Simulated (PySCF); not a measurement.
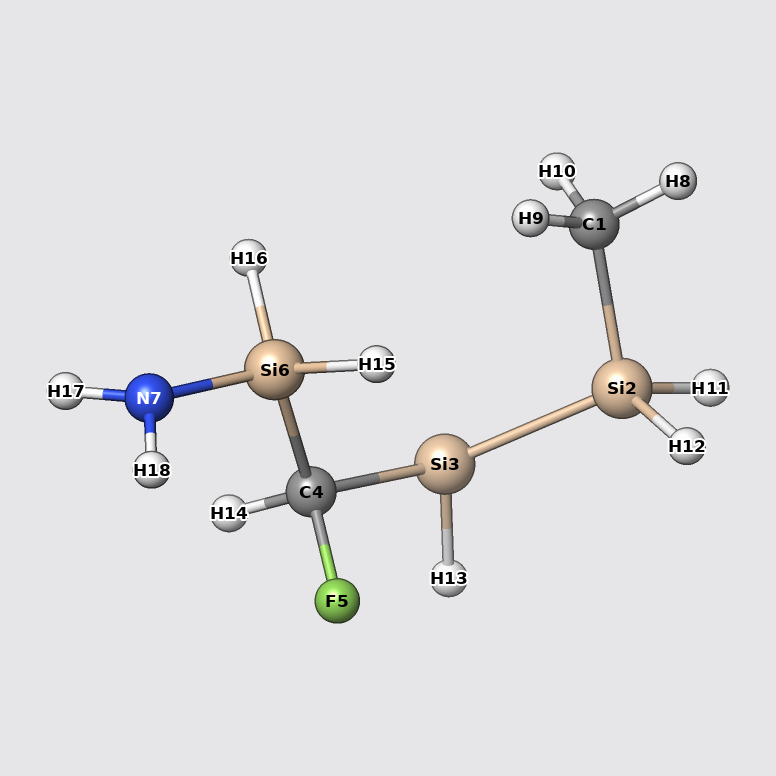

State: neutral, doublet. Computed geometry: GFN2-xTB optimisation. No frequency run is at hand to confirm it as a minimum. Level of theory: UKS B3LYP, pcH-1 on C F H N Si, non-relativistic (PySCF 2.14.0). Fermi-contact and spin-dipolar terms alone, no spin-orbit part.

Question. Which nucleus has the largest dipolar (anisotropic) hyperfine coupling?

Answer. 29Si at Si3: principal values −173.6, 85.8, 87.8 MHz.

List the isotropic and dipolar parts for the most strongly coupled nuclei, one of each equivalent set.

| atom | isotope | a_iso (MHz) | dipolar part (MHz) |
| --- | --- | --- | --- |
| Si3 | 29Si | −324.8 | −173.6, 85.8, 87.8 |
| F5 | 19F | 189.1 | −81.4, −71.3, 152.7 |
| H13 | 1H | 4.3 | −9.7, 1.6, 8.1 |
| Si2 | 29Si | −31.9 | −8.4, 2.3, 6.1 |
| H14 | 1H | 0.8 | −4.3, −1.7, 6.0 |
| C4 | 13C | 30.1 | −2.8, −1.9, 4.7 |
| H11 | 1H | −3.9 | −2.6, −1.2, 3.9 |
| H10 | 1H | 0.0 | −2.2, −1.4, 3.5 |

The geometry is semi-empirical. Around Si such bond lengths and angles can be off by a tenth of an ångström or more and by several degrees, and values that hang on the shape move with them.
